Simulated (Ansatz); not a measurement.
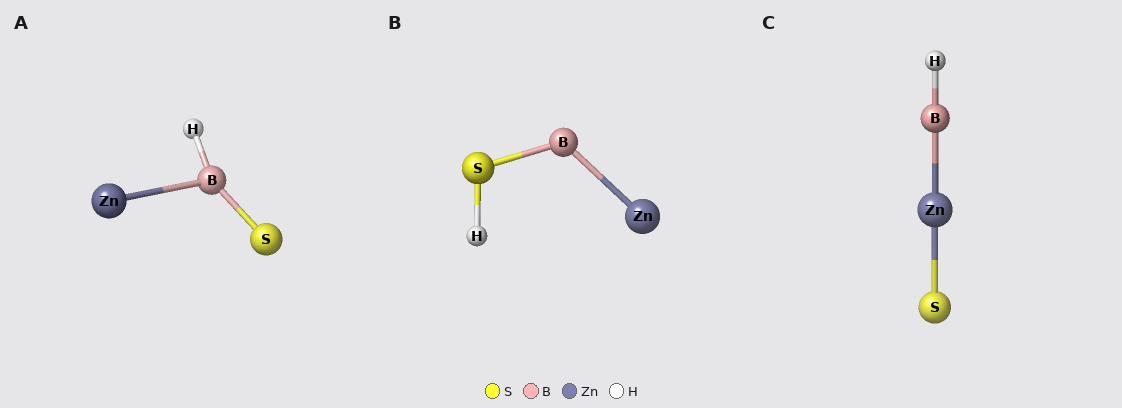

3 stationary structures of one formula. Geometries: PBE-D4/def2-SVP. Electronic energies: PBE-D4/def2-SVP (Ansatz 0.2.0), without zero-point energy. No frequency run is at hand to confirm each as a minimum.

> Which structure is the most stable?

A is lowest (Cs); B lies 56.2 kcal/mol above it (Cs), C lies 69.5 kcal/mol above it (C∞v).
